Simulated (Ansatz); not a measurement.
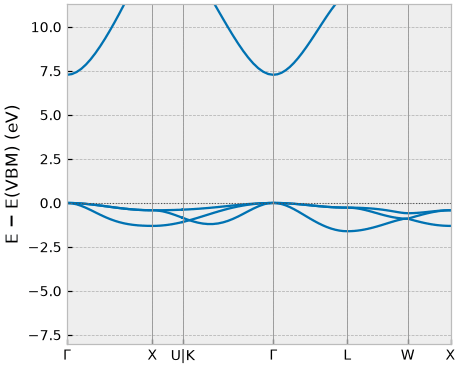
Figure. Band structure from plane-wave PAW r²SCAN (Ansatz code)

Task: Read off the gap and where the band edges lie.

Result: About 7.3 eV (7.28 eV by a search for the band edges); maximum at Γ, minimum at Γ.

The material is NaF (rock salt, Fm-3m).

The cell was relaxed with r²SCAN under the symmetry of its start; phonons on a q-mesh show no instability.

Potentials: the later of the program's two PAW sets.
